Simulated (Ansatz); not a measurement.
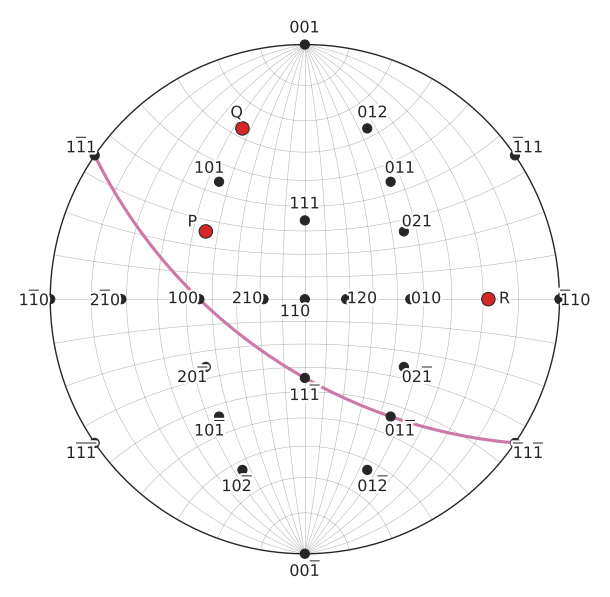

Crystal: B5O, the geometry relaxed with DFT PBE, scalar-relativistic, plane waves, PAW (Ansatz); the starting structure was generated, so it need not be a known form of this composition. Stereographic projection of plane normals (upper hemisphere) centred on (1 1 0). All values are computed from the atomic coordinates in the standard setting (tolerance 0.002 Å).

a = 4.462 Å, b = 4.462 Å, c = 4.611 Å, α = 90.00°, β = 90.00°, γ = 90.00°.

### Index the poles marked P, Q, R.

P is (2 0 1), 50.5° from the centre; Q is (1 0 2), 71.1° from the centre; R is (−1 2 0), 71.6° from the centre.

### Which zone does the coloured great circle trace?

The zone [0 1 1]: its poles satisfy k + l = 0.

### What is the angle between the normals of (−1 1 1) and (1 0 2), and what are their d_hkl = 1/|g|?

76.5°; d = 2.604 Å and 2.048 Å.
